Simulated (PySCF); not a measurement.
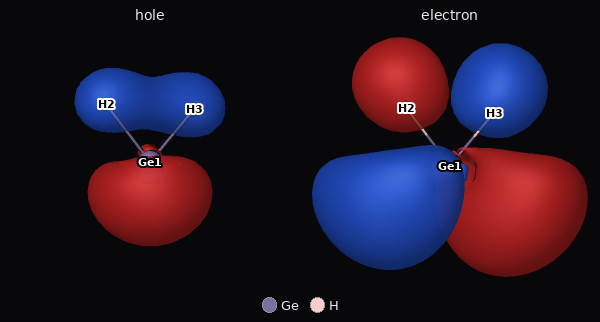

Figure. GeH₂, SMILES `[GeH2]`. Leading natural transition orbital pair of S₃ (TDA singlet states); the surfaces enclose about 70 % of each orbital's density.

PySCF calculation, CAM-B3LYP/6-311G**, gas phase; geometry: GFN2-xTB. No frequency check shows the geometry to be a minimum. GFN2-xTB bond lengths at metals and heavier atoms can be off by up to 0.1 Å and shapes distorted, which carries into these values. Without diffuse functions Rydberg states are missing, so the states' numbers hold for this basis only.

Input script:

```python
import numpy as np
from pyscf import gto, scf, dft, tdscf
from pyscf.scf import atom_ks, atom_hf
from scipy.linalg import block_diag

def solve(mol, dm0=None, hcore=None):
    mf = (dft.UKS if mol.spin else dft.RKS)(mol, xc='camb3lyp')
    mf.grids.level = 3
    mf = mf.density_fit(auxbasis='def2-universal-jkfit')
    mf.conv_tol, mf.max_cycle = 1e-8, 80
    if hcore is not None:
        mf.get_hcore = lambda *args: hcore
    mf.kernel(dm0)
    if not mf.converged:
        mf = mf.newton().run(mf.mo_coeff, mf.mo_occ, max_cycle=30)
    assert mf.converged, 'SCF not converged'
    return mf

mol = gto.M(atom='''
Ge     0.06891     0.00000     0.00000
H     -1.10264    -1.10099     0.00000
H     -1.10252     1.10110     0.00000
''', basis='6-311g**', charge=0, spin=0, verbose=4)
mf = solve(mol)
td = mf.TDA()
td.nstates, td.singlet, td.conv_tol = 4, True, 1e-5
td.kernel()
td.analyze()
x, y = np.array([p[0] for p in td.xy]), np.array([p[1] + 0 * p[0] for p in td.xy])
f, mu = td.oscillator_strength(), td.transition_dipole()
nto = [td.get_nto(state=i + 1, verbose=4) for i in range(len(td.e))]
# spherically averaged free atoms, for the promolecule
atm = atom_ks.get_atm_nrks(mol, xc='camb3lyp')
pro = block_diag(*[(atm[a[0]][2] * atm[a[0]][3]) @ atm[a[0]][2].T for a in mol._atom])
np.savez('result.npz', e=td.e, f=f, ok=td.converged, w=[n[0] for n in nto], nto=[n[1] for n in nto], x=x, y=y, c=mf.mo_coeff, occ=mf.mo_occ, eps=mf.mo_energy, pro=pro, mu=mu)
```

Launched as:

```sh
OMP_NUM_THREADS=1 python input.py
```

The run took 10 s on 1 thread of Intel(R) Xeon(R) 6975P-C (Granite Rapids), with other jobs on the host, peak memory 0.26 GiB.

Question: Give its energy and the atoms that hole and electron lie on.

Answer: 7.26 eV (171 nm), f = 0.235 (bright), partly diffuse acceptor orbital, which a basis without diffuse functions describes poorly; the leading pair carries 90 %; hole on Ge1 (71 %) and H2 and H3 (14 % each), electron on Ge1 (74 %) and H2 and H3 (13 % each) (atom shares of so diffuse an orbital are rough); their centroids lie 0.2 Å apart. In canonical orbitals it is mainly HOMO → LUMO+1 (90 %). The HOMO–LUMO gap is 6.28 eV.
